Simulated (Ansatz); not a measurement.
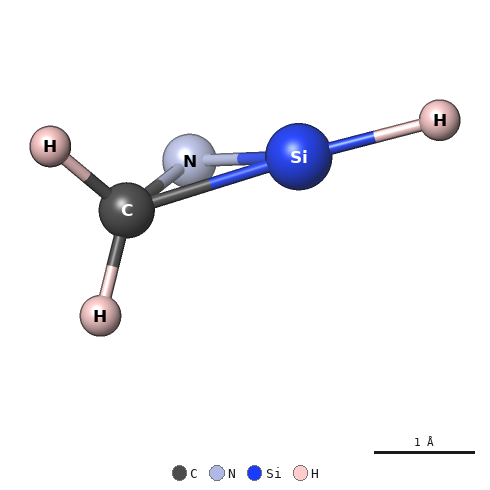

Distant atoms are faded towards the background colour. Computed geometry: PBE0-D4/def2-TZVP optimisation. No frequency run is at hand to confirm it as a minimum. Masses are those of the most abundant isotopes; constants are for the rigid equilibrium geometry.

Classify the rotor and give the rotational constants (cm⁻¹).

Answer. An asymmetric top (Cs): A = 0.898, B = 0.395, C = 0.290 cm⁻¹. Ray's parameter κ is −0.66, nearer the prolate limit.
